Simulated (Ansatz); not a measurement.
Input

```
crystal:
  lattice:
    - [5.011640536, 0.0, 0.0]
    - [0.0, 5.011640536, 0.0]
    - [0.0, 0.0, 2.7576441379]
  atoms:
    - { symbol: Ti, position: [0.5, 0.0, 0.5] }
    - { symbol: Ti, position: [0.0, 0.5, 0.5] }
    - { symbol: Si, position: [0.0, 0.0, 0.0] }
    - { symbol: "N", position: [0.2448009488, 0.7551990512, 0.0] }
    - { symbol: "N", position: [0.2448009488, 0.2448009488, 0.0] }
    - { symbol: "N", position: [0.7551990512, 0.7551990512, 0.0] }
    - { symbol: "N", position: [0.7551990512, 0.2448009488, 0.0] }
kpoints:
  mp_grid: { grid: [6, 6, 10] }
  band_path:
    path:
      - [0.0, 0.0, 0.0]
      - [0.0, 0.5, 0.0]
      - [0.5, 0.5, 0.0]
      - [0.0, 0.0, 0.5]
      - [0.0, 0.5, 0.5]
      - [0.5, 0.5, 0.5]
    npoints: 1
hamiltonian:
  xc: r2scan
  dispersion: rvv10
scf:
  occupations: { method: fermi_dirac, width: 0.03 }
  n_extra_bands: 5
output:
  forces: true
  stress: true
  eigenvalues: true
  write_density: true
  write_potential: true
  elf: true
  volumetric_format: npy
```

Launched as:

```sh
ansatz run input.yaml --threads 4 --pin off --max-ram 4608MiB --backend cpu --events-out ev --progress --plain --runs-dir out
```

Below, planes, directions and counts refer to the conventional cell (a = 5.01 Å, b = 5.01 Å, c = 2.76 Å, α = 90.00°, β = 90.00°, γ = 90.00°).

Space group P4/mmm; a structure from a database of computed crystals, not necessarily the ambient phase; started from the K2PdCl4-123 prototype, which need not be the ambient phase; computed without spin polarisation.

These are results of Ansatz 0.2.0, DFT, r2SCAN+rVV10, plane waves, PAW, not measurements.

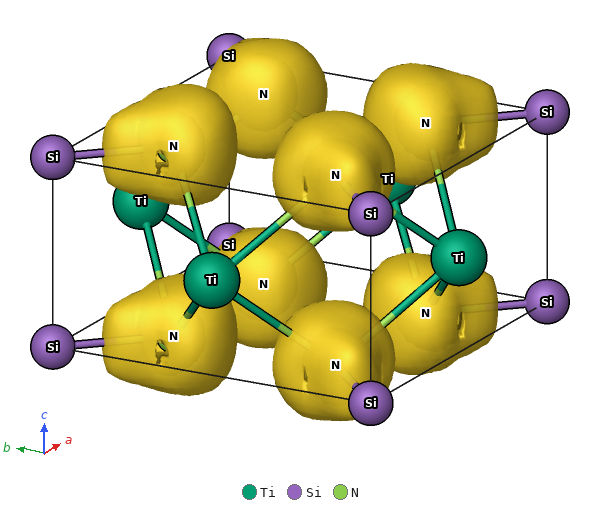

Ti2SiN4. Isosurface of the ELF at 0.75 (yellow), seen at an oblique angle. Core shells and regions of very low density are left out. Sticks mark near contacts.

Q: Where are the electrons localised?

A: The surface consists of four regions on N in which the atom's valence shell and bonds are merged, counted in one cell of 7 atoms. Regions shared between cells count once.

Values along the shortest contacts:
Si–N (1.74 Å): the ELF peaks at about 0.85 between the atoms. Ti–N (2.25 Å): the ELF peaks at about 0.85 in the valence shell of N, 0.7 Å from its nucleus, and is about 0.25 at the midpoint (no localised pair shows between them).
